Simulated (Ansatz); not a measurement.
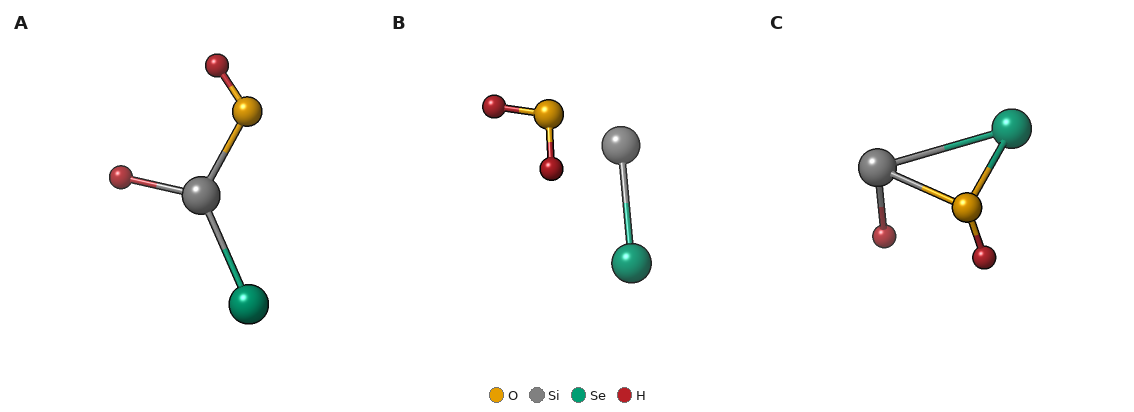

3 stationary structures of one formula. Geometries: PBE-D4/def2-SVP. Electronic energies: PBE-D4/def2-SVP (Ansatz 0.2.0), without zero-point energy. No frequency run is at hand to confirm each as a minimum.

> Which is lowest in energy, and by how much?

A is lowest (Cs); B lies 0.934 eV above it (C1), C lies 2.759 eV above it (C1).
